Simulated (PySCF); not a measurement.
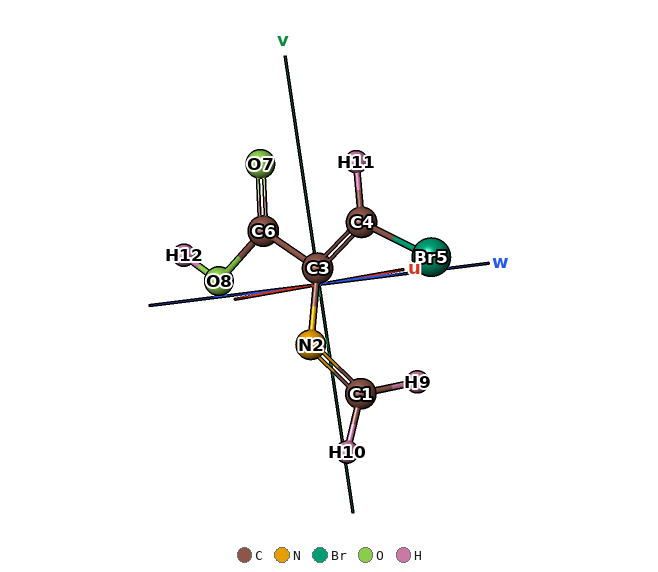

The lines u, v and w are the principal axes of the static dipole polarisability. Computed geometry: GFN2-xTB optimisation. No frequency run is at hand to confirm it as a minimum. Computed with CAM-B3LYP/def2-SVPD (PySCF 2.14.0).

Question. Along which axis is the molecule most polarisable, and along which least?

Answer. Most along w (close to the long direction Br5···O8), least along u.

Question. Give the three principal values.

Answer. u 57.2, v 92.3, w 111.1 bohr³; mean 86.9, anisotropy 47.4 bohr³.

The geometry is semi-empirical. Around Br such bond lengths and angles can be off by a tenth of an ångström or more and by several degrees, and values that hang on the shape move with them.
